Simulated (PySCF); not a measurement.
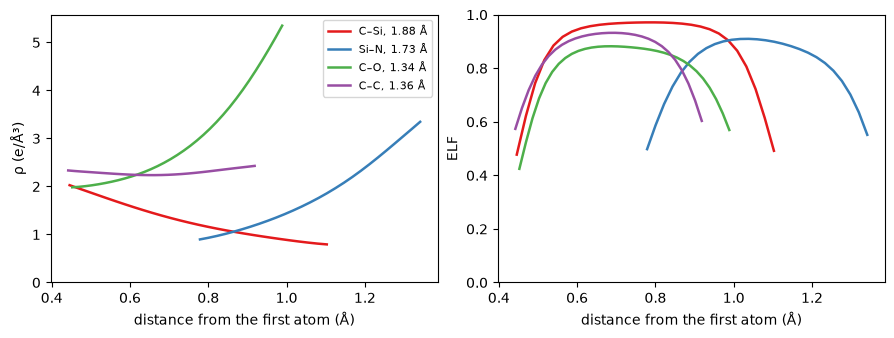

*C$_{4}$H$_{11}$NOSi$_{3}$. Electron density and electron localisation function along straight lines between neighbouring atoms. The curves leave out the atomic cores.*

Geometry: GFN2-xTB.

Level of theory: PySCF 2.14.0, PBE0/6-31G*, SCF density, gas phase, non-relativistic.

```xyz
20

Si   -3.1970   -0.7480   -0.7697
N    -1.4750   -0.7505   -0.5983
Si   -0.5087    0.0337    0.6154
Si   -0.9097    2.3070    0.6478
C     1.2663   -0.3475    0.1393
C     1.8821   -1.1859   -0.7502
C     3.2736   -0.9798   -0.6163
C     3.4126   -0.0282    0.3461
O     2.2139    0.3587    0.8051
H    -3.8460   -1.6739    0.1668
H    -3.6269    0.6205   -0.4920
H    -3.4667   -1.1650   -2.1460
H    -1.0101   -1.4892   -1.1009
H    -0.7337   -0.6345    1.9192
H     0.2671    3.0636    1.0900
H    -1.2926    2.8741   -0.6506
H    -1.9907    2.6575    1.5779
H     1.4002   -1.8693   -1.4201
H     4.0574   -1.4693   -1.1578
H     4.2788    0.4368    0.7747
```

### What kind of bonding do the profiles show?

C–Si (1.88 Å): the density is about 0.96 e/Å³ at the midpoint; the ELF peaks at about 1 between the atoms; a shared electron pair.
Si–N (1.73 Å): the density is about 1.1 e/Å³ at the midpoint; the ELF peaks at about 0.90 between the atoms; a polar covalent bond.
C–O (1.34 Å): ρ is about 2.4 e/Å³ halfway; the ELF peaks at about 0.90 between the atoms (a shared but strongly polarised pair).
C–C (1.36 Å): the density is about 2.2 e/Å³ at the midpoint; the ELF peaks at about 0.95 between the atoms: a covalent bond.
